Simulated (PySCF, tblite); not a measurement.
# C₃H₃O₃−: dynamics, then NMR shifts on frames, part 2 of 2

tblite 0.8.0 and PySCF 2.14.0. Atoms count from 0. The steps go on from the part before.

**5. NMR shieldings: 625 fs, PBE0/pcSseg-1**

The job: settings as JSON, then the geometry in Å.

```
{"job": {"kind": "nmr", "xc": "PBE0", "basis": "pcSseg-1", "pop": false}, "charge": -1, "multiplicity": 1}
C     -1.394200     0.016500     0.530200
C     -0.611600    -0.833000    -0.180100
O     -0.887300    -1.610400    -1.106900
C      0.786800    -0.919200     0.389900
O      1.562700    -1.857900     0.366000
O      1.164700     0.252800     1.079100
H     -0.933500     0.591900     1.275200
H     -2.456600     0.179700     0.314500
H      1.829000    -0.169000     1.684000
```

Level: GIAO PBE0/pcSseg-1 NMR shielding, non-relativistic, gas phase.

The log of the run:

```text
coarse grid: 8376 points
cycle   1  E = -341.0464258682  dE =  1.084e+00  |g| = 1.231e+00  |ddm| = 2.805e+00
cycle   2  E = -339.9233651514  dE =  1.123e+00  |g| = 2.622e+00  |ddm| = 5.685e+00
cycle   3  E = -341.2747504239  dE = -1.351e+00  |g| = 5.348e-01  |ddm| = 5.093e+00
cycle   4  E = -341.3327811291  dE = -5.803e-02  |g| = 1.731e-01  |ddm| = 6.603e-01
cycle   5  E = -341.3383928100  dE = -5.612e-03  |g| = 5.088e-02  |ddm| = 1.699e-01
cycle   6  E = -341.3389572729  dE = -5.645e-04  |g| = 1.604e-02  |ddm| = 5.925e-02
cycle   7  E = -341.3390219808  dE = -6.471e-05  |g| = 4.844e-03  |ddm| = 2.088e-02
cycle   8  E = -341.3390264830  dE = -4.502e-06  |g| = 1.400e-03  |ddm| = 5.120e-03
final grid: 83368 points
cycle   9  E = -341.4053686808  dE =  4.860e-06  |g| = 1.522e-02  |ddm| = 1.913e-02
cycle  10  E = -341.4052397588  dE =  1.289e-04  |g| = 2.971e-02  |ddm| = 3.631e-02
cycle  11  E = -341.4054087623  dE = -1.690e-04  |g| = 3.437e-03  |ddm| = 2.883e-02
cycle  12  E = -341.4054111799  dE = -2.418e-06  |g| = 3.051e-04  |ddm| = 3.400e-03
cycle  13  E = -341.4054111954  dE = -1.546e-08  |g| = 1.458e-04  |ddm| = 5.297e-04
cycle  14  E = -341.4054111992  dE = -3.883e-09  |g| = 5.488e-05  |ddm| = 1.635e-04
cycle  15  E = -341.4054111997  dE = -4.912e-10  |g| = 1.883e-05  |ddm| = 4.505e-05
converged SCF energy = -341.4054111997

GIAO shielding tensors (ppm)
atom      isotropic    diamagn.    paramagn.     s11        s22        s33       span
  0 C      115.859     259.048    -143.189     33.171    145.328    169.078    135.907
  1 C       24.189     239.757    -215.567    -83.391     69.010     86.949    170.340
  2 O       42.765     399.633    -356.869   -172.671    -54.751    355.716    528.388
  3 C        3.802     253.866    -250.064    -90.311     33.826     67.891    158.202
  4 O      -73.112     401.399    -474.511   -275.152   -215.132    270.949    546.101
  5 O      105.486     390.194    -284.708    -29.687     86.308    259.836    289.523
  6 H       27.873      34.114      -6.241     24.516     27.305     31.799      7.283
  7 H       28.634      31.534      -2.900     25.771     27.318     32.813      7.043
  8 H       27.393      30.979      -3.586     24.323     25.225     32.632      8.309
```

Run time: 6.9 s. Hardware: 1 thread of Arm Neoverse V2, shared host; peak memory 0.55 GiB.

Key values: δ C3 183.1, C1 162.7, C0 71.1, O4 409.2, H8 4.32, H6 3.84 ppm.

**6. Shielding tensors: 800 fs, PBE0/pcSseg-1**

The job: settings as JSON, then the geometry in Å.

```
{"job": {"kind": "nmr", "xc": "PBE0", "basis": "pcSseg-1", "pop": false}, "charge": -1, "multiplicity": 1}
C     -1.599300     0.429500     0.846800
C     -0.782700    -0.371800     0.050300
O     -1.044400    -0.851900    -1.107700
C      0.620100    -0.654000     0.606700
O      1.157800    -1.738100     0.624900
O      1.313900     0.431800     1.136500
H     -1.323000     0.867400     1.774900
H     -2.542300     0.700600     0.357100
H      2.052600     0.098900     1.655800
```

Method: GIAO PBE0/pcSseg-1 NMR shielding, non-relativistic, gas phase.

The log of the run:

```text
coarse grid: 8376 points
cycle   1  E = -341.0428285332  dE =  9.628e-01  |g| = 1.239e+00  |ddm| = 2.787e+00
cycle   2  E = -339.7487102473  dE =  1.294e+00  |g| = 2.751e+00  |ddm| = 5.525e+00
cycle   3  E = -341.2652984506  dE = -1.517e+00  |g| = 5.791e-01  |ddm| = 5.034e+00
cycle   4  E = -341.3330953853  dE = -6.780e-02  |g| = 1.796e-01  |ddm| = 6.885e-01
cycle   5  E = -341.3388425328  dE = -5.747e-03  |g| = 6.491e-02  |ddm| = 1.876e-01
cycle   6  E = -341.3397209181  dE = -8.784e-04  |g| = 2.396e-02  |ddm| = 7.267e-02
cycle   7  E = -341.3398379776  dE = -1.171e-04  |g| = 8.919e-03  |ddm| = 2.491e-02
cycle   8  E = -341.3398535959  dE = -1.562e-05  |g| = 2.232e-03  |ddm| = 8.245e-03
cycle   9  E = -341.3398544631  dE = -8.672e-07  |g| = 7.303e-04  |ddm| = 2.578e-03
final grid: 83368 points
cycle  10  E = -341.4068670480  dE =  2.726e-06  |g| = 1.478e-02  |ddm| = 1.906e-02
cycle  11  E = -341.4067423364  dE =  1.247e-04  |g| = 2.917e-02  |ddm| = 3.267e-02
cycle  12  E = -341.4069047068  dE = -1.624e-04  |g| = 3.704e-03  |ddm| = 2.659e-02
cycle  13  E = -341.4069074243  dE = -2.717e-06  |g| = 3.190e-04  |ddm| = 3.628e-03
cycle  14  E = -341.4069074377  dE = -1.347e-08  |g| = 1.737e-04  |ddm| = 3.775e-04
cycle  15  E = -341.4069074445  dE = -6.744e-09  |g| = 6.287e-05  |ddm| = 1.824e-04
cycle  16  E = -341.4069074452  dE = -7.736e-10  |g| = 1.978e-05  |ddm| = 7.132e-05
converged SCF energy = -341.4069074452

GIAO shielding tensors (ppm)
atom      isotropic    diamagn.    paramagn.     s11        s22        s33       span
  0 C      114.438     257.486    -143.048     20.271    145.321    177.723    157.452
  1 C       13.209     241.638    -228.429    -96.236     49.753     86.110    182.345
  2 O       -3.785     401.500    -405.284   -221.256    -93.223    303.126    524.382
  3 C        5.614     252.002    -246.389   -100.822     40.688     76.974    177.796
  4 O      -88.751     402.488    -491.239   -296.866   -236.424    267.037    563.903
  5 O      122.686     391.306    -268.620    -16.595    110.602    274.052    290.647
  6 H       28.219      33.469      -5.251     24.327     27.795     32.533      8.206
  7 H       28.168      31.346      -3.178     25.111     27.218     32.174      7.064
  8 H       27.541      32.435      -4.894     22.185     26.341     34.095     11.911
```

It took 7 s on 1 thread of Arm Neoverse V2, shared host; peak memory 0.55 GiB.

In short: δ C3 181.3, C1 173.7, C0 72.5, O4 424.8, H8 4.18, H7 3.55 ppm.

**7. Shielding tensors: 1000 fs, PBE0/pcSseg-1**

The job: settings as JSON, then the geometry in Å.

```
{"job": {"kind": "nmr", "xc": "PBE0", "basis": "pcSseg-1", "pop": false}, "charge": -1, "multiplicity": 1}
C     -1.738100     0.780500     0.720000
C     -1.034700    -0.154900     0.056700
O     -1.263400    -0.626600    -1.071500
C      0.300500    -0.515800     0.583900
O      0.829100    -1.602100     0.398800
O      1.091200     0.599300     0.760400
H     -1.326600     1.311200     1.551600
H     -2.860700     1.035500     0.577600
H      1.977800     0.299400     0.693700
```

Method: GIAO PBE0/pcSseg-1 NMR shielding, non-relativistic, gas phase.

The log of the run:

```text
coarse grid: 8376 points
cycle   1  E = -341.0235856549  dE =  1.165e+00  |g| = 1.237e+00  |ddm| = 2.807e+00
cycle   2  E = -339.5921976524  dE =  1.431e+00  |g| = 2.799e+00  |ddm| = 5.745e+00
cycle   3  E = -341.2320624637  dE = -1.640e+00  |g| = 6.603e-01  |ddm| = 5.276e+00
cycle   4  E = -341.3174023873  dE = -8.534e-02  |g| = 1.687e-01  |ddm| = 7.551e-01
cycle   5  E = -341.3210037687  dE = -3.601e-03  |g| = 9.576e-02  |ddm| = 1.965e-01
cycle   6  E = -341.3228103587  dE = -1.807e-03  |g| = 2.826e-02  |ddm| = 9.318e-02
cycle   7  E = -341.3229465434  dE = -1.362e-04  |g| = 1.056e-02  |ddm| = 2.582e-02
cycle   8  E = -341.3229702769  dE = -2.373e-05  |g| = 2.353e-03  |ddm| = 1.199e-02
cycle   9  E = -341.3229713839  dE = -1.107e-06  |g| = 9.439e-04  |ddm| = 2.875e-03
final grid: 83368 points
cycle  10  E = -341.3893283152  dE =  3.580e-06  |g| = 1.424e-02  |ddm| = 1.915e-02
cycle  11  E = -341.3892140064  dE =  1.143e-04  |g| = 2.803e-02  |ddm| = 3.360e-02
cycle  12  E = -341.3893632163  dE = -1.492e-04  |g| = 3.328e-03  |ddm| = 2.684e-02
cycle  13  E = -341.3893653679  dE = -2.152e-06  |g| = 2.863e-04  |ddm| = 3.282e-03
cycle  14  E = -341.3893653793  dE = -1.144e-08  |g| = 1.628e-04  |ddm| = 3.485e-04
cycle  15  E = -341.3893653844  dE = -5.079e-09  |g| = 5.763e-05  |ddm| = 1.575e-04
cycle  16  E = -341.3893653850  dE = -6.087e-10  |g| = 1.676e-05  |ddm| = 7.032e-05
converged SCF energy = -341.3893653850

GIAO shielding tensors (ppm)
atom      isotropic    diamagn.    paramagn.     s11        s22        s33       span
  0 C      127.252     256.698    -129.447     59.916    155.294    166.546    106.630
  1 C       22.467     240.963    -218.495    -84.945     58.019     94.328    179.273
  2 O      -22.922     403.578    -426.500   -248.808    -78.014    258.057    506.865
  3 C       -1.503     254.254    -255.757   -118.189     32.256     81.422    199.611
  4 O      -88.429     403.423    -491.852   -299.558   -238.348    272.620    572.179
  5 O      121.985     393.267    -271.282    -27.855    124.813    268.997    296.852
  6 H       29.458      33.072      -3.614     26.029     29.250     33.096      7.067
  7 H       28.098      29.312      -1.214     25.804     26.170     32.320      6.516
  8 H       27.953      34.704      -6.751     22.599     26.643     34.617     12.018
```

It took 7 s on 1 thread of Arm Neoverse V2, shared host; peak memory 0.55 GiB.

Key values: δ C3 188.4, C1 164.5, C0 59.7, O4 424.5, H8 3.76, H7 3.62 ppm.

**8. Comparing the runs: NMR shifts**

Shifts (ppm) of some atoms, chosen among heavy atoms and hydrogens apart, with basis size and wall time:

| frame | C3 | C0 | H8 | H6 | O4 | O2 | O5 | functions | time |
| --- | --- | --- | --- | --- | --- | --- | --- | --- | --- |
| 250 fs | 173.3 | 61.7 | 4.39 | 3.95 | 403.9 | 305.0 | 209.7 | 117 | 7.1 s |
| 425 fs | 179.8 | 79.2 | 4.91 | 5.07 | 442.4 | 352.8 | 227.6 | 117 | 6.9 s |
| 625 fs | 183.1 | 71.1 | 4.32 | 3.84 | 409.2 | 293.3 | 230.6 | 117 | 6.9 s |
| 800 fs | 181.3 | 72.5 | 4.18 | 3.50 | 424.8 | 339.9 | 213.4 | 117 | 7 s |
| 1000 fs | 188.4 | 59.7 | 3.76 | 2.26 | 424.5 | 359.0 | 214.1 | 117 | 7 s |

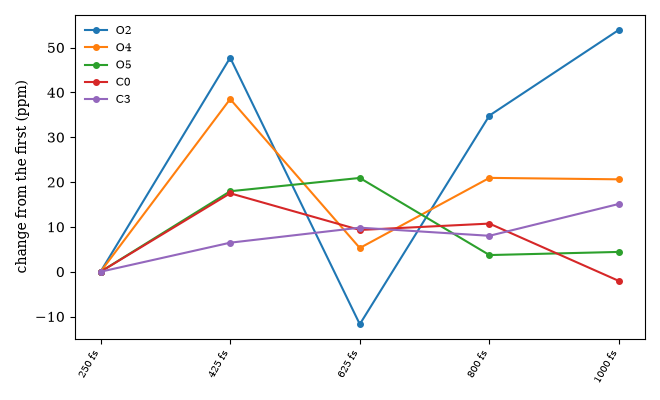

How five of the tabulated atoms move from run to run.

**9. Results**

What follows sums up all 2 parts.

| quantity | value |
| --- | --- |
| thermostat | 300 K |
| mean temperature, second half | 281 K |
| mean potential energy above the minimum | 0.24 eV |
| 13C shifts against TMS (PBE0/pcSseg-1, 250 fs) | 173.3, 159.2, 61.7 ppm |
| 1H shifts against TMS (PBE0/pcSseg-1, 250 fs) | 4.39, 3.95, 2.54 ppm |
| 17O shifts against H2O (PBE0/pcSseg-1, 250 fs) | 403.9, 305.0, 209.7 ppm |
| range of the shift of O2 | 293.3 to 359.0 ppm |

**Reading.** In the second half the potential energy averages 0.24 eV above the minimum; equipartition over 21 harmonic modes at 300 K would give 0.27 eV. With 9 atoms the temperature swings widely (162 to 439 K). Shifts at one fixed geometry are not the observed spectrum, which averages over the motion. In ppm, O2 moves most: its shift spreads over 65.7 ppm, from 293.3 (625 fs) to 359.0 (1000 fs).
